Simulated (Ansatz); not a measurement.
**GaP: testing the settings of Wannier runs**

Which of these Wannier inputs for GaP end well? Each is run as it stands.

Method: plane waves, PAW; the settings change from run to run, as each input shows, in Ansatz 0.2.0.

1 further run of the same task is left out (it didn't finish). Runs told in other sessions of the task aren't counted.

## Step 1: The system as given

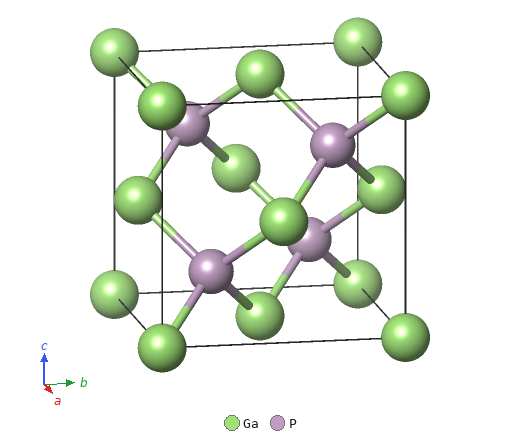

Start, viewed slightly off an axis; gallium green, phosphorus pink. Atoms on the faces are drawn again on the opposite ones. The cell drawn here is the conventional one.

Structure file:

```cif
data_structure
_symmetry_space_group_name_H-M 'P 1'
_symmetry_Int_Tables_number 1
_cell_length_a 3.8543
_cell_length_b 3.8543
_cell_length_c 3.8543
_cell_angle_alpha 60.000
_cell_angle_beta 60.000
_cell_angle_gamma 60.000
_cell_volume 40.49
loop_
_atom_site_label
_atom_site_type_symbol
_atom_site_fract_x
_atom_site_fract_y
_atom_site_fract_z
_atom_site_occupancy
Ga1 Ga 0.00000 0.00000 0.00000 1
P1 P 0.25000 0.25000 0.25000 1
```

Cell and atoms come from an earlier r2SCAN relaxation.

## Step 2: Run 1

input.yaml reads:

```yaml
crystal:
  lattice:
    - [0.0, 2.7254102088, 2.7254102088]
    - [2.7254102088, 0.0, 2.7254102088]
    - [2.7254102088, 2.7254102088, 0.0]
  atoms:
    - { symbol: Ga, position: [0.0, 0.0, 0.0] }
    - { symbol: P, position: [0.25, 0.25, 0.25] }
kpoints:
  mp_grid: { grid: [6, 6, 6] }
  band_path:
    path:
      - [[0.0, 0.0, 0.0], [-0.5, -0.5, -7.875605154498e-34], [-0.375, -0.375, 0.25]]
      - [[-0.375, -2.909688632473e-17, 0.375], [0.0, 0.0, 0.0], [1.594157224422e-17, 1.594157224422e-17, 0.5], [-0.5, -0.25, 0.25], [-0.5, -0.5, -7.875605154498e-34]]
    npoints: 10
hamiltonian:
  xc: r2scan
scf:
  occupations: { method: fixed }
  n_extra_bands: 6
output:
  forces: false
  stress: false
  eigenvalues: true
  wannier:
    kmesh: [6, 6, 6]
    projections: [{ species: Ga, l: s, shell: 4 }, { species: P, l: p, shell: 3 }]
    minimise: true
    write_hr: true
    conv_tol: 1.0e-08
    max_iter: 3000
    disentanglement: { window: [-3.1, 20.81], frozen_window: [0.4, 9.61] }
```

Command:

```sh
$ ansatz run input.yaml --threads 4 --pin off --max-ram 3686MiB --backend cpu --events-out ev --progress --plain --runs-dir out
```

Standard output:

```text
Warning: RAYON_NUM_THREADS=4 ignored (pool sized by the plan → 4); use --threads N
scf.n_extra_bands = 6 over 9 filled bands (N_el = 18.0): the run solves 15 bands
Engine: ansatz 0.2.0, x86_64-unknown-linux-gnu
Pseudopotentials: kind: paw
Pseudopotential: Ga, paw, valence charge 13, recommended cutoff 500 eV (meta_gga), Ga.paw.azcp
Pseudopotential: P, paw, valence charge 5, recommended cutoff 500 eV (meta_gga), P.paw.azcp
Functional definition: r2SCAN
  parameter k0 = 0.174
  parameter k1 = 0.065
  parameter a1 = 4.9479
  exchange = r2scan_x(k0 = k0, k1 = k1, a1 = a1)
  correlation = r2scan_c
Crystal: 2 atoms, lattice volume = 40.488 Å³
Basis set: ecut = 500 eV, 965 PW (Γ), exchange–correlation on 120×120×120 points (64 copies of the dense FFT grid, shifted against one another)
Bands: 15, of which v1, the nominal top of the filled ones, is band 9 counted from 1 (8 counted from 0)
Symmetry: 24 space group operations
Space group: F-43m (ITA 216), of the structure as read, at distance tolerance 3.4e-5 Å
k-points: 16 of 216 (time reversal used)
Non-local potential: Ga, projectors of the file, l = 0: 2, l = 1: 2, l = 2: 3, l = 3: 1
Non-local potential: P, projectors of the file, l = 0: 2, l = 1: 2, l = 2: 2
PAW form: soft (Blöchl's): semilocal exchange-correlation on the pseudo side does not see the compensation charge
PAW frozen core: Ga, regenerated for the run's functional (the file was generated under x = pbe(κ = 0.804, μ = 0.2195149727645171), c = pbe(β = 0.06672455060314922))
PAW frozen core: P, regenerated for the run's functional (the file was generated under x = pbe(κ = 0.804, μ = 0.2195149727645171), c = pbe(β = 0.06672455060314922))
PAW one-centre angular grid: Ga, 590 points (default); XC on 160 Gauss nodes
PAW one-centre angular grid: P, 302 points (default); XC on 160 Gauss nodes
Initial density: superposition of atomic densities (neutral atoms: chi_scale 0, normalization atom), corrected by the library's trained network
Initial wavefunctions: pseudopotential atomic-orbital guess
Functional: x = r2scan, c = r2scan; τ floored in thin density (d = 2e-4 eV/Å³)
SCF iter   1: F=—  HF=-4550.460767 eV  |F-HF|=—  |Δ(HF+E_count)|=         —  Δρ=8.97e-3  dr2=1.81e-2  dr2_τ=7.49e-3  ethr=1.77e-3  ⟨swp⟩=4.9  Hψ=1208  notcnv=0  defer=61
preconditioner: auto → none  [insulator: Δε(μ)=1.845 eV  Ē_g=18.195 eV  n_scr=14 (ndim 8)  ℏωp=24.8 eV  f_vac=0.013  ε∞_Penn≈2.9]
SCF iter   2: F=—  HF=-4550.472220 eV  |F-HF|=—  |Δ(HF+E_count)|=   1.15e-2  Δρ=2.39e-3  dr2=3.21e-3  dr2_τ=9.42e-5  ethr=1.01e-4  ⟨swp⟩=2.9  Hψ=572  notcnv=0  defer=61
SCF iter   3: F=—  HF=-4550.470575 eV  |F-HF|=—  |Δ(HF+E_count)|=   1.64e-3  Δρ=1.75e-3  dr2=5.34e-4  dr2_τ=7.66e-6  ethr=1.78e-5  ⟨swp⟩=2.8  Hψ=413  notcnv=0  defer=59
SCF iter   4: F=—  HF=-4550.470820 eV  |F-HF|=—  |Δ(HF+E_count)|=   2.44e-4  Δρ=2.82e-4  dr2=4.99e-5  dr2_τ=4.64e-7  ethr=2.97e-6  ⟨swp⟩=2.7  Hψ=380  notcnv=0  defer=59
SCF iter   5: F=—  HF=-4550.470805 eV  |F-HF|=—  |Δ(HF+E_count)|=   1.46e-5  Δρ=1.01e-4  dr2=3.48e-6  dr2_τ=2.91e-8  ethr=2.77e-7  ⟨swp⟩=3.0  Hψ=359  notcnv=0  defer=47
SCF iter   6: F=-4550.470804 eV  HF=-4550.470804 eV  |F-HF|=8.81e-8  |Δ(HF+E_count)|=   1.13e-6  Δρ=1.26e-5  dr2=7.53e-8  dr2_τ=4.81e-9  ethr=5.56e-10  ⟨swp⟩=8.0  Hψ=1463  notcnv=0
SCF 1 converged in 6 iterations: F = -4550.470804 eV  dr2 = 7.53e-8
NSCF: frozen V_eff on 62 k-points
NSCF: frozen V_eff on 19 k-points
the Wannier pass solved 19 of the 216 points of its mesh, and has the states at the others by symmetry: states obtained by the crystal's operations at points that were solved too leave a residual of 2.66e-13 eV (read by the count's bands and the next), within 6.67e-6 eV
NSCF: frozen V_eff on 19 k-points
the Wannier pass solved 19 of the 216 points of its mesh, and has the states at the others by symmetry: states obtained by the crystal's operations at points that were solved too leave a residual of 2.58e-13 eV (read by the count's bands and the next), within 6.67e-6 eV
NSCF: frozen V_eff on 19 k-points
the Wannier pass solved 19 of the 216 points of its mesh, and has the states at the others by symmetry: states obtained by the crystal's operations at points that were solved too leave a residual of 2.87e-13 eV (read by the count's bands and the next), within 6.67e-6 eV
SCF converged after 6 iterations
Free energy (F): -4550.470804 eV
Harris-Foulkes:  -4550.470804 eV  (|F-HF|=8.81e-8)
Internal energy: -4550.470804 eV  (E = F + TS)
E sigma→0 (E₀):  -4550.470804 eV
Fermi energy:    6.902834 eV
--- Per-component energies (eV) ---
  E_band       = -67.618092
  E_kinetic    = 185.526526
  E_local      = -2202.891961  (includes V_loc(G=0)·N_el)
  E_nonlocal   = 460.486169
  E_hartree    = 1020.590402
  E_xc         = -120.990625
  E_vxc        = -124.830724  (∫ρ·V_xc dr)
  E_paw        = -2579.879580  (= ΣΔE_a)
  E_vpaw       = -433.105673  (= ΣTr[D̂ρ^β])
  E_aug_tail   = -0.000042  (compensation charges beyond the density's cutoff)
  E_vtau       = 6.011627  (kinetic-family band-sum trace: ∫τ·v_τ [+ j·A + Jᵃ·Aᵃ] dr)
  E_ewald      = -1312.567782
  E_core_change = -0.743912  (= ΣΔE_core)
  E_smearing   = -0.000000  (= −TS)
  E_closure    = 0.000000  (closes the sum)
  Σ components = -4550.470804   (vs F -4550.470804, Δ=0.00e0)
--- Band table (eV; the first three rows and the last of 16) ---
  k-point 0: bands = ["-8.0915", "-8.0915", "-8.0915", "-7.9792", "-7.9792", "-6.1220", "6.9028", "6.9028", "6.9028", "9.2658", "11.0729", "11.0729", "11.0729", "16.3628", "17.0921"]
  k-point 1: bands = ["-8.1187", "-8.0831", "-8.0831", "-7.9791", "-7.9791", "-5.7467", "4.4902", "6.5163", "6.5163", "9.7287", "11.6482", "11.6482", "12.3796", "16.2893", "16.2893"]
  k-point 2: bands = ["-8.1646", "-8.0693", "-8.0693", "-7.9755", "-7.9755", "-4.7546", "1.5416", "5.9541", "5.9541", "9.1767", "12.0395", "12.0395", "15.0836", "17.0216", "17.0216"]
  k-point 15: bands = ["-8.2092", "-8.0412", "-8.0260", "-8.0014", "-7.9651", "-2.9543", "0.1012", "3.3958", "3.5192", "10.6844", "10.8891", "14.9596", "15.0026", "19.2543", "19.3596"]
Error: a combination of the trial orbitals is all but absent from the optimal subspace at ik = 21: its weight there is 8.9e-16 of the largest combination's or less, which the computation cannot tell from zero, so that the projections give no starting gauge (the trial orbitals are those of output.wannier.projections, and ik = 21 is k-point 22 of the .win and .amn files); move output.wannier.disentanglement.frozen_window, whose bands are always kept in the subspace
```

Run time: 2 s. Hardware: 4 threads of Intel Xeon 6975P-C (Granite Rapids), shared host; peak memory 0.54 GiB.

What is wrong: The run stopped with an error. Some combination of the trial orbitals has almost no weight, at one k point, in the states chosen from the window. Fix: choose trial orbitals that match the bands, or move the windows as the message advises.

## Step 3: Run 2

Changes to input.yaml since step 2:

```diff
@@ -16,3 +16,3 @@
 hamiltonian:
-  xc: r2scan
+  xc: pbe
 scf:
@@ -26,3 +26,3 @@
     kmesh: [6, 6, 6]
-    projections: [{ species: Ga, l: s, shell: 4 }, { species: P, l: p, shell: 3 }]
+    projections: [{ species: P, l: p, shell: 3 }]
     minimise: true
@@ -30,3 +30,3 @@
     conv_tol: 1.0e-08
-    max_iter: 3000
-    disentanglement: { window: [-3.1, 20.81], frozen_window: [0.4, 9.61] }
+    max_iter: 1000
+    disentanglement: { window: [-3.3, 21.89], frozen_window: [2.98, 12.43] }
```

Command:

```sh
$ ansatz run input.yaml --threads 4 --pin off --max-ram 3686MiB --backend cpu --events-out ev --progress --plain --runs-dir out
```

Standard output:

```text
Warning: RAYON_NUM_THREADS=4 ignored (pool sized by the plan → 4); use --threads N
scf.n_extra_bands = 6 over 9 filled bands (N_el = 18.0): the run solves 15 bands
[... 2 set-up lines as earlier in the session ...]
Pseudopotential: Ga, paw, valence charge 13, recommended cutoff 420 eV (normal), Ga.paw.azcp
Pseudopotential: P, paw, valence charge 5, recommended cutoff 420 eV (normal), P.paw.azcp
Functional definition: PBE
  parameter kappa = 0.804
  parameter beta = 0.06672455060314922
  exchange = pbe_x(kappa = kappa, mu = beta*pi^2/3)
  correlation = pbe_c(beta = beta)
Crystal: 2 atoms, lattice volume = 40.488 Å³
Basis set: ecut = 420 eV, 749 PW (Γ)
Bands: 15, of which v1, the nominal top of the filled ones, is band 9 counted from 1 (8 counted from 0)
[... 2 set-up lines as earlier in the session ...]
k-points: 16 of 216 (time reversal used)
[... 3 set-up lines as earlier in the session ...]
PAW one-centre angular grid: Ga, 590 points (default); XC on 64 Gauss nodes
PAW one-centre angular grid: P, 110 points (default); XC on 64 Gauss nodes
[... 2 set-up lines as earlier in the session ...]
Functional: x = pbe(κ = 0.804, μ = 0.2195149727645171), c = pbe(β = 0.06672455060314922)
SCF iter   1: F=—  HF=-4539.535111 eV  |F-HF|=—  |Δ(HF+E_count)|=         —  Δρ=1.52e-3  dr2=9.37e-4  ethr=1.77e-3  ⟨swp⟩=5.0  Hψ=1200  notcnv=0  defer=59
preconditioner: auto → none  [insulator: Δε(μ)=1.644 eV  Ē_g=17.225 eV  n_scr=14 (ndim 8)  ℏωp=24.8 eV  f_vac=0.011  ε∞_Penn≈3.1]
SCF iter   2: F=—  HF=-4539.534507 eV  |F-HF|=—  |Δ(HF+E_count)|=   6.04e-4  Δρ=1.38e-3  dr2=5.00e-4  ethr=5.20e-6  ⟨swp⟩=2.9  Hψ=583  notcnv=0  defer=63
SCF iter   3: F=—  HF=-4539.534253 eV  |F-HF|=—  |Δ(HF+E_count)|=   2.54e-4  Δρ=5.53e-4  dr2=8.31e-5  ethr=2.78e-6  ⟨swp⟩=2.0  Hψ=396  notcnv=0  defer=59
SCF iter   4: F=—  HF=-4539.534296 eV  |F-HF|=—  |Δ(HF+E_count)|=   4.24e-5  Δρ=2.44e-4  dr2=1.22e-5  ethr=4.62e-7  ⟨swp⟩=2.0  Hψ=391  notcnv=0  defer=58
SCF iter   5: F=—  HF=-4539.534290 eV  |F-HF|=—  |Δ(HF+E_count)|=   5.64e-6  Δρ=7.19e-5  dr2=1.67e-6  ethr=6.78e-8  ⟨swp⟩=2.1  Hψ=330  notcnv=0  defer=57
SCF iter   6: F=—  HF=-4539.534290 eV  |F-HF|=—  |Δ(HF+E_count)|=   2.19e-8  Δρ=4.58e-5  dr2=4.14e-7  ethr=9.27e-9  ⟨swp⟩=2.9  Hψ=355  notcnv=0  defer=57
SCF iter   7: F=-4539.534290 eV  HF=-4539.534290 eV  |F-HF|=2.27e-8  |Δ(HF+E_count)|=   1.34e-7  Δρ=1.02e-5  dr2=1.94e-8  ethr=5.56e-10  ⟨swp⟩=7.6  Hψ=1420  notcnv=0
SCF 1 converged in 7 iterations: F = -4539.534290 eV  dr2 = 1.94e-8
NSCF: frozen V_eff on 62 k-points
NSCF: frozen V_eff on 19 k-points
the Wannier pass solved 19 of the 216 points of its mesh, and has the states at the others by symmetry: states obtained by the crystal's operations at points that were solved too leave a residual of 2.74e-13 eV (read by the count's bands and the next), within 6.67e-6 eV
NSCF: frozen V_eff on 19 k-points
the Wannier pass solved 19 of the 216 points of its mesh, and has the states at the others by symmetry: states obtained by the crystal's operations at points that were solved too leave a residual of 3.08e-13 eV (read by the count's bands and the next), within 6.67e-6 eV
NSCF: frozen V_eff on 19 k-points
the Wannier pass solved 19 of the 216 points of its mesh, and has the states at the others by symmetry: states obtained by the crystal's operations at points that were solved too leave a residual of 2.85e-13 eV (read by the count's bands and the next), within 6.67e-6 eV
SCF converged after 7 iterations
Free energy (F): -4539.534290 eV
Harris-Foulkes:  -4539.534290 eV  (|F-HF|=2.27e-8)
Internal energy: -4539.534290 eV  (E = F + TS)
E sigma→0 (E₀):  -4539.534290 eV
Fermi energy:    7.090038 eV
--- Per-component energies (eV) ---
  E_band       = -58.209454
  E_kinetic    = 186.367125
  E_local      = -2200.667136  (includes V_loc(G=0)·N_el)
  E_nonlocal   = 458.867618
  E_hartree    = 1017.667222
  E_xc         = -130.785945
  E_vxc        = -119.039831  (∫ρ·V_xc dr)
  E_paw        = -2558.415288  (= ΣΔE_a)
  E_vpaw       = -419.063489  (= ΣTr[D̂ρ^β])
  E_aug_tail   = -0.000104  (compensation charges beyond the density's cutoff)
  E_ewald      = -1312.567782
  E_smearing   = -0.000000  (= −TS)
  E_closure    = 0.000000  (closes the sum)
  Σ components = -4539.534290   (vs F -4539.534290, Δ=0.00e0)
--- Band table (eV; the first three rows and the last of 16) ---
  k-point 0: bands = ["-7.4483", "-7.4483", "-7.4483", "-7.3489", "-7.3489", "-5.4022", "7.0900", "7.0900", "7.0900", "8.9155", "10.9709", "10.9709", "10.9709", "15.8942", "16.8081"]
  k-point 1: bands = ["-7.4714", "-7.4404", "-7.4404", "-7.3488", "-7.3488", "-5.0460", "4.7026", "6.7188", "6.7188", "9.5017", "11.5190", "11.5190", "12.1141", "16.0092", "16.0092"]
  k-point 2: bands = ["-7.5121", "-7.4278", "-7.4278", "-7.3452", "-7.3452", "-4.0988", "1.8818", "6.1828", "6.1828", "8.9868", "11.8957", "11.8957", "14.6854", "16.6850", "16.6850"]
  k-point 15: bands = ["-7.5528", "-7.4022", "-7.3881", "-7.3693", "-7.3357", "-2.3670", "0.4821", "3.7143", "3.8266", "10.5655", "10.7344", "14.6345", "14.6582", "18.6319", "18.9010"]
WARN: one of the run's output files is refused, and neither it nor the files that depend on it are written in full: <dir> frozen window holds 7 > num_wann = 3 bands at ik = 0 (ik counts from 0, the k-points of the .win, .mmn and .eig files from 1)
Error: frozen window holds 7 > num_wann = 3 bands at ik = 0 (ik counts from 0, the k-points of the .win, .mmn and .eig files from 1)
```

Wall time 1.2 s (4 threads of Intel Xeon 6975P-C (Granite Rapids), shared host); peak memory 0.44 GiB.

What is wrong: It ended in an error. The frozen window holds more states than there are functions. To mend it, project on all shells that make up the frozen bands, or narrow the frozen window.

## Step 4: How the runs ended

```tsv
run	settings	ended	fault	time
1	r2SCAN, 4 functions, 6×6×6, window -3.1 to 20.81 eV, frozen 0.4 to 9.61 eV	stopped by an error	some combination of the trial orbitals has almost no weight, at one k point, in the states chosen from the window	2 s
2	PBE, 3 functions, 6×6×6, window -3.3 to 21.89 eV, frozen 2.98 to 12.43 eV	stopped by an error	the frozen window holds more states than there are functions	1.2 s
```

In words: 2 stopped by an error. No run passed without a fault or warning, so no result is quoted.
